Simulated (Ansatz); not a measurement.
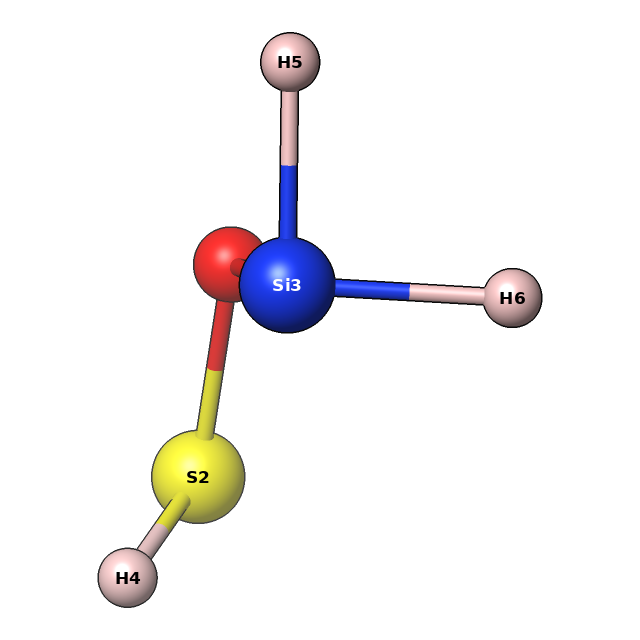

O1 lies behind Si3. The molecule seen a little off the Si3–O1 bond, Si3 in front. Depth is shown by fading: the farther an atom, the more it takes the colour of the background. State: charge −1, singlet. The computed structure is the end point of a PBE-D4/def2-SVPD optimisation. No frequency run is at hand to confirm it as a minimum.

> What is the torsion angle H5–Si3–O1–S2? The sign is positive where the front bond must turn clockwise to cover the back bond.

−177°, antiperiplanar (anti).
